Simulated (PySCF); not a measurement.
Molecule: SMILES BCCC(C)(C)C (C6H15B). Atoms near the plane z = 1.0 Å, at the GFN2-xTB optimised geometry (x, y, z in Å): C2 (1.4, 0.6, 1.2), C3 (0.7, -0.1, 0.0), C4 (-0.8, -0.1, 0.0), C6 (-1.3, -0.8, 1.2), C7 (-1.4, 1.3, 0.0), H10 (1.1, 1.7, 1.2), H11 (2.4, 0.5, 1.1), H12 (1.1, -1.1, 0.0), H17 (-2.4, -0.7, 1.3), H18 (-1.1, -1.9, 1.2), H19 (-0.9, -0.4, 2.1), H20 (-2.4, 1.3, -0.1), H22 (-1.2, 1.8, 0.9).

Computed with B3LYP/def2-SVP (PySCF). Cells within 0.4 Å of a nucleus heavier than hydrogen are left out (blank, or x). The values are rescaled to run from 0 to 1.

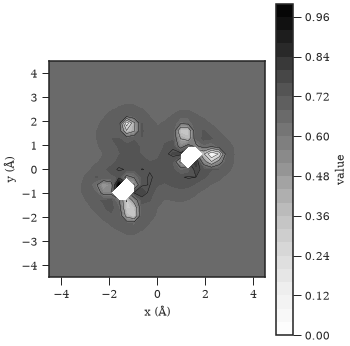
*a field on the plane z = 1.0 Å.*

### Question
Which quantity is mapped?
(A) log10 of the electron density
(B) deformation density (molecule minus spherical neutral atoms)
(C) an orbital amplitude
(D) Laplacian of the electron density

### Answer
D, Laplacian of the electron density. In full: Laplacian of the electron density (e/bohr⁵).
